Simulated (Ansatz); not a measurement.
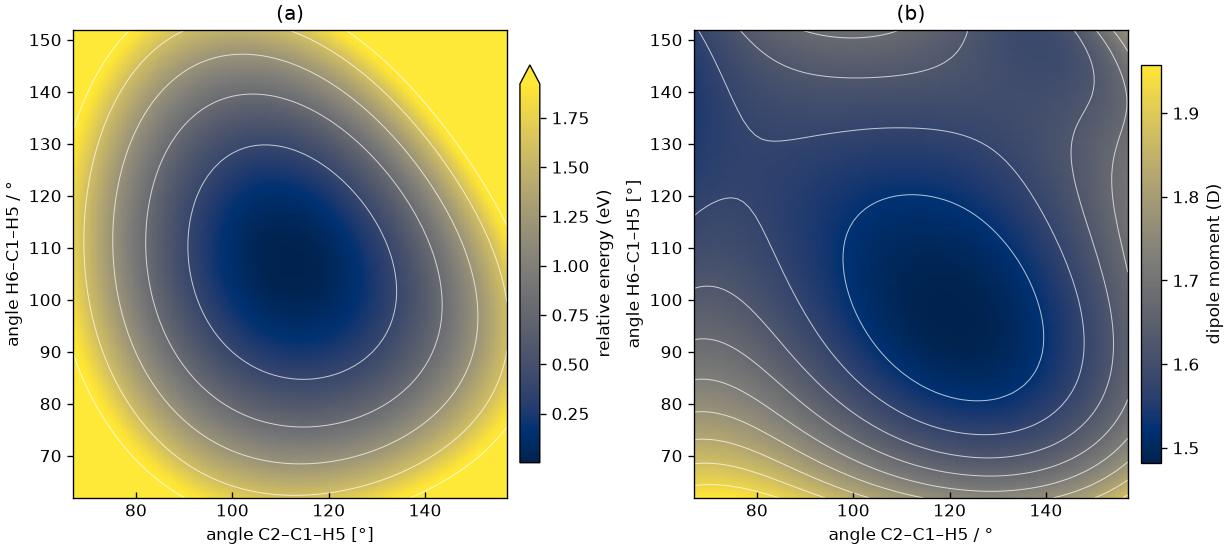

C2H4Cl, SMILES C[CH]Cl, spin multiplicity 2. 
- Coordinates scanned: (1) angle C2–C1–H5; (2) angle H6–C1–H5.
- Nothing is relaxed (all other coordinates rigid).
- The scan uses a 15 × 15 grid.
- Points are written as (first, second).
- All energies are given in eV relative to the relaxed molecule at the same level.
- These are results of UKS PBE0-D4/def2-TZVP in Ansatz 0.2.0, not measurements.

Panel (a) is the energy; panel (b) is the computed dipole moment, in D.

Drawn: a smooth colour map with a few white contour lines, one colour for all values above the top of the scale. Between grid points the surface is interpolated.

Question: How does the dipole moment vary over the map, and what is it at the lowest grid point?

Answer: Leaving out the highest fifth of the energies, it runs from 1.48 D at (118.5°, 100.5°) to 1.88 D at (92.8°, 61.9°). At the lowest grid point, (112.0°, 106.9°), it is 1.49 D.
